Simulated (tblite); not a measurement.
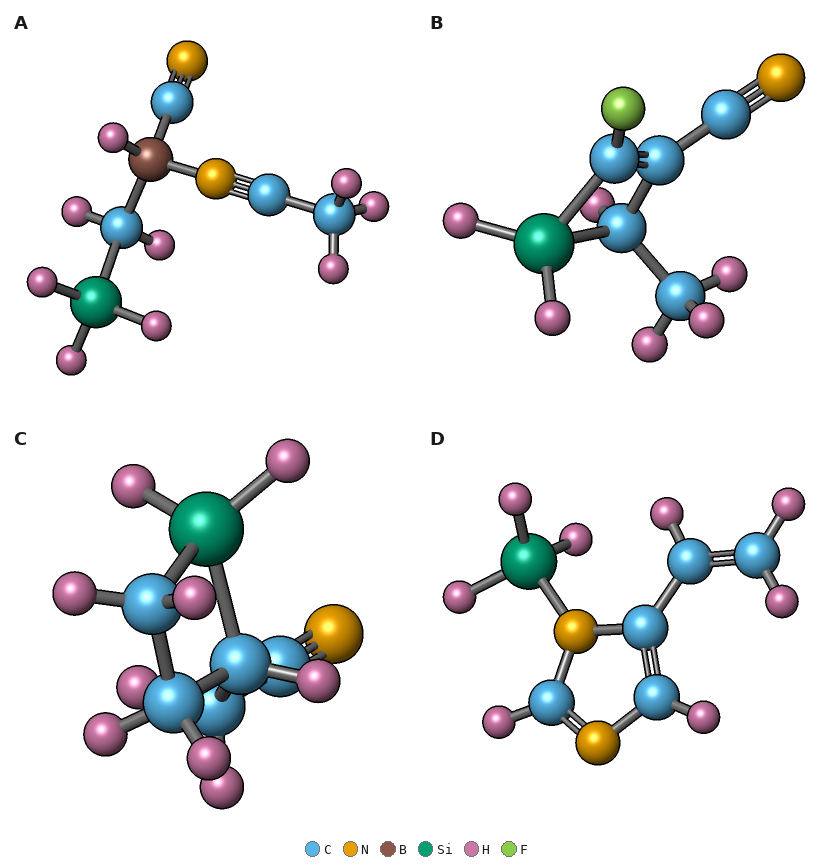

Source: calculation with tblite.

**Which panel belongs to which SMILES?**
(1) CC#[N+][B@@H-](C#N)C[SiH3]
(2) C[C@H]1[SiH2]C(F)=C1C#N
(3) C=Cc1cncn1[SiH3]
(4) N#CC[C@@H]1CC[SiH2]1

A is (1), B is (2), C is (4), D is (3).
